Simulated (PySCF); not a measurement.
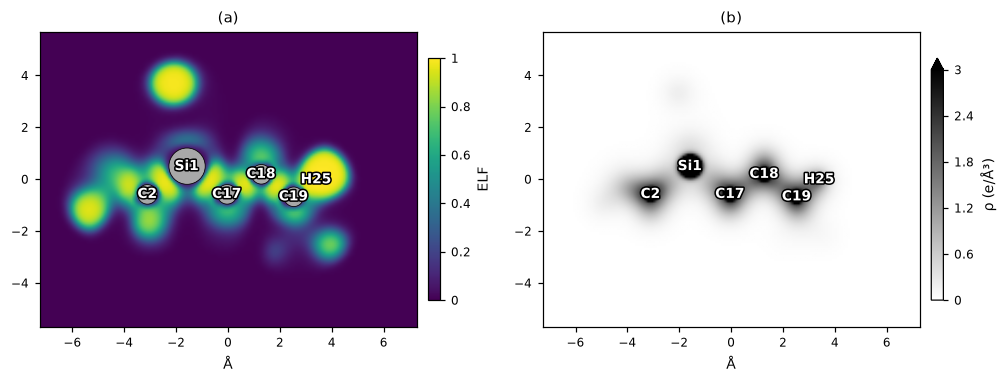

C10H18Si. (a) ELF; (b) electron density on the plane of atoms C2, Si1 and C17. Grey discs cover the atomic cores in the ELF map.

Geometry: PBE0-D3(BJ)/def2-SVP.

Level of theory: PBE0/pcSseg-1, SCF density, gas phase, non-relativistic (PySCF).

```
atom    x (Å)    y (Å)    z (Å)
  Si   0.4370   0.4896   0.7376
   C   0.3442   0.3159   2.6032
   C   1.3783   0.5360   3.4240
   H  -0.6158   0.0251   3.0530
   H   2.3614   0.8302   3.0380
   H   1.2952   0.4338   4.5124
   C   2.2355   0.5263   0.2024
   C   2.8707   1.6272  -0.2176
   H   2.8074  -0.4120   0.2410
   H   2.3579   2.5946  -0.2755
   H   3.9244   1.6179  -0.5197
   C  -0.3904   2.0938   0.2218
   C  -0.7120   3.0721   1.0769
   H  -0.6166   2.2501  -0.8422
   H  -0.5081   2.9826   2.1505
   H  -1.1895   4.0033   0.7499
   C  -0.4195  -0.9830  -0.0741
   C  -0.4432  -0.9385  -1.6017
   C  -1.0228  -2.1855  -2.2669
   C  -2.4869  -2.4458  -1.9479
   H   0.0995  -1.8969   0.2705
   H  -1.4432  -1.0470   0.3344
   H  -1.0192  -0.0560  -1.9350
   H   0.5826  -0.7808  -1.9779
   H  -0.9003  -2.0912  -3.3597
   H  -0.4189  -3.0623  -1.9717
   H  -2.8634  -3.3306  -2.4835
   H  -2.6473  -2.6226  -0.8729
   H  -3.1165  -1.5887  -2.2385
```

Q: What does the map show?

A:
- The section cuts through Si, C and H sites.
- C–Si (1.88 Å): ρ is about 0.95 e/Å³ halfway; the ELF peaks at about 0.95 between the atoms: a shared electron pair.
- C–H (1.10 Å): ρ at the midpoint is about 1.9 e/Å³; the ELF climbs to about 1 towards the hydrogen, as it does in any bond to H; a covalent bond by its length.
- C–C (1.53 Å): ρ is about 1.6 e/Å³ halfway; the ELF peaks at about 0.95 between the atoms, as expected for localised, covalent bonding.
